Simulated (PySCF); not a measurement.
**C2HCl2Si (SMILES C#C[Si](Cl)Cl): UPBE/cc-pVDZ**

What is the energy change on altering one bond length of C2HCl2Si at UPBE/cc-pVDZ? Input form: a Python script.

The calculation is run with PySCF 2.14.0.

1 further run of the same task is left out (set aside as unsound or not needed).

## (1) Starting point

C2HCl2Si: 6 atoms, total charge 0, spin state doublet. SMILES: `C#C[Si](Cl)Cl`. Geometry: relaxed at PBE0-D4/def2-TZVP.

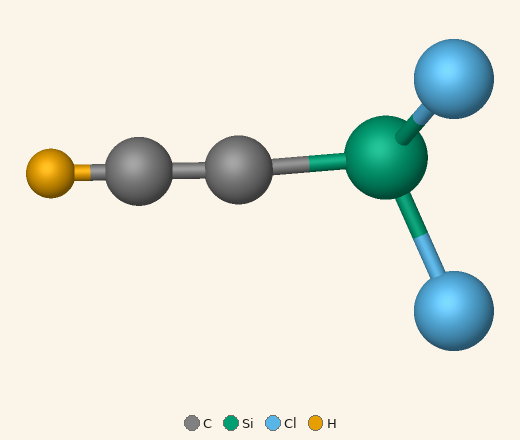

Viewed from a chosen angle; carbon grey, silicon teal, chlorine blue, hydrogen amber.

## (2) A single-point energy at UPBE/cc-pVDZ

Contents of start.xyz:

```xyz
6

C      1.324500     0.483500     1.111500
C      0.521500     0.095400     0.297200
Si    -0.504400    -0.583800    -1.021800
Cl    -1.914000    -1.830600    -0.226100
Cl    -1.406000     0.937000    -2.046300
H      2.020400     0.834500     1.839400
```

Contents of job.py:

```python
from pyscf import gto, dft

system = gto.M(
    atom='start.xyz',
    spin=1,
    max_memory=1860,
    charge=0,
    basis='cc-pvdz',
    verbose=3,
)

myscf = dft.UKS(system)
myscf.xc = 'pbe'
myscf.conv_tol = 1e-10
myscf.grids.level = 5
myscf.kernel()
if not myscf.converged:
    myscf = myscf.newton().run(myscf.mo_coeff, myscf.mo_occ)

energy = myscf.e_tot
print('Final energy', energy)
```

Started as:

```console
$ OMP_NUM_THREADS=1 python job.py
```

The log of the run:

```text
converged SCF energy = -1286.08080319351  <S^2> = 0.75207399  2S+1 = 2.0020729
Final energy -1286.0808031935057
```

It took 38 s on 1 thread of Arm Neoverse V1, shared host; peak memory 0.47 GiB.

## (3) The distorted shape, same level

Contents of calc.py:

```python
from pyscf import gto, dft

mol = gto.Mole()
mol.atom = '''
C      3.084558     1.298743     2.848214
C      1.567108     0.565340     1.309410
Si    -0.953178    -1.103222    -1.930922
Cl    -3.616936    -3.459333    -0.427267
Cl    -2.656955     1.770673    -3.866947
H      4.399619     1.962036     4.223746
'''
mol.charge = 0
mol.max_memory = 1860
mol.spin = 1
mol.unit = 'bohr'
mol.verbose = 3
mol.basis = 'cc-pvdz'
mol.build()

ks = dft.UKS(mol, xc='pbe')
ks.grids.level = 5
ks.conv_tol = 1e-10
ks.kernel()
if not ks.converged:
    ks = ks.newton().run(ks.mo_coeff, ks.mo_occ)

e_final = ks.e_tot
print('Final energy', e_final)
```

Started as:

```console
$ OMP_NUM_THREADS=1 python calc.py
```

The log of the run:

```text
WARN: HOMO -0.200403606008448 >= LUMO -0.200403606008447

converged SCF energy = -1286.03436908932  <S^2> = 0.75284276  2S+1 = 2.0028407
Final energy -1286.0343690893199
```

Wall time 48 s (1 thread of Arm Neoverse V1, shared host); peak memory 0.47 GiB.

## (4) What came out

Level: UPBE/cc-pVDZ.

| quantity | value |
| --- | --- |
| first shape: total energy | -1286.08080 Eh |
| first shape: dipole moment | 1.76 D |
| first shape: HOMO energy (highest over α and β) | -5.42 eV |
| first shape: LUMO energy (lowest over α and β) | -3.94 eV |
| first shape: ⟨S²⟩ | 0.752 |
| distorted shape: total energy | -1286.03437 Eh |
| distorted shape: dipole moment | 0.82 D |
| distorted shape: HOMO energy (highest over α and β) | -6.09 eV |
| distorted shape: LUMO energy (lowest over α and β) | -4.77 eV |
| distorted shape: ⟨S²⟩ | 0.753 |
| energy change with the C2–Si3 bond stretched from 1.804 to 2.345 Å | 1.264 eV |

In words: With the C2–Si3 bond stretched from 1.804 to 2.345 Å the energy rises by 1.26 eV (29 kcal/mol). The first shape isn't relaxed at this level, so the change isn't measured from a minimum. Mulliken charges (distorted shape) run from -0.13 on C2 to +0.48 on Si3; they depend strongly on the basis.
